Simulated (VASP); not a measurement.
Band structure of MgI$_{2}$ (1T layered). Level of theory: LDA (Ceperley-Alder, Perdew-Zunger), VASP's LDA PAW potentials (set 64) (plane waves; VASP 6.6.1).

Unless said otherwise, spin-orbit coupling is left out, though it shifts the bands of the heavy elements here.

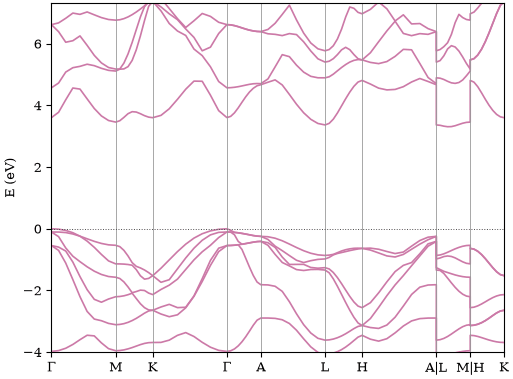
Fig. 1. Bands along high-symmetry lines, zero at the valence-band maximum or, without a gap, the Fermi level

**Question.** Read the plot: is there a gap, and where are the band edges?

**Answer.** The gap is indirect, 3.31 eV, from the valence maximum at Γ to the conduction minimum at L-M at 0.33. (Edges off the drawn lines would not show.)

The compound is MgI2 in the 1T layered structure. It was relaxed first, which changed the volume by -6 %.
